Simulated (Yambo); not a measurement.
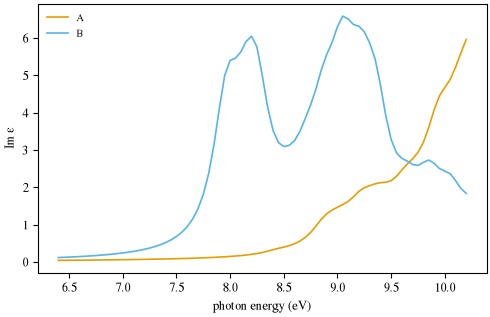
Two computed absorption spectra of SrCl$_{2}$ (fluorite, space group Fm-3m, No. 225) (Yambo, LDA bands with the same scissor, field along x)

Which curve includes the electron-hole attraction (BSE), and where are its main peaks?

Curve B: the attraction moves weight to lower energy (centre of the plotted range 8.8 eV against 9.6 eV). Its peaks lie at 8.2 eV, 9.1 eV. Settings: 8×8×8 mesh, 6 valence and 3 conduction bands, static screening with 42 bands and a 4 Ry block, scissor 2.89 eV, Tamm-Dancoff. The scissor comes from a G0W0 run whose convergence isn't established. Broadening 0.15 eV. The band window holds all transitions up to 10.2 eV. Fine structure above the onset can come from the mesh.

Geometry relaxed with LDA; primitive cell a = b = c = 4.8076 Å, α = β = γ = 60.00°.
